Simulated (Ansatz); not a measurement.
Profile along the Be–Be line in Be (hcp, Mg type)

Be (hcp, Mg type)

Space group P6₃/mmc (No. 194); a = b = 2.2568 Å, c = 3.5525 Å, α = β = 90.00°, γ = 120.00°

| atom | site | symmetry | x | y | z |
|---|---|---|---|---|---|
| Be | 2d | -6m2 | 0.6667 | 0.3333 | 0.2500 |

Fields along a shortest Be–Be line of a (-1 1 0 2) plane (2.26 Å), from Be to Be, interpolated on the slice's grid (step about 0.2 Å). Calculation: PBEsol (plane waves to 420 eV, PAW, scalar-relativistic; Ansatz, a quantum-chemistry and plane-wave program). k mesh 23×23×13. Near the nuclei the fields are pseudised (PAW); where an atom keeps semicore shells as valence, they peak there. Be was relaxed with its symmetry unable to fall. The PAW data are Ansatz's earlier set.

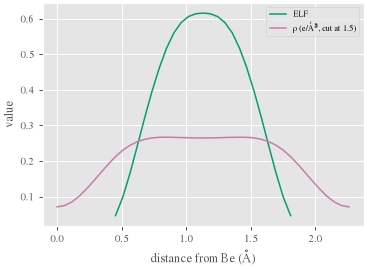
ELF (away from the nuclei) and valence density from Be to Be.

Density on the Be–Be line (2.26 Å) at its midpoint: 0.26 e/Å³. ELF at that point: 0.62. ELF maximum in the middle third of the Be–Be line: 0.62, 1.1 Å from Be.
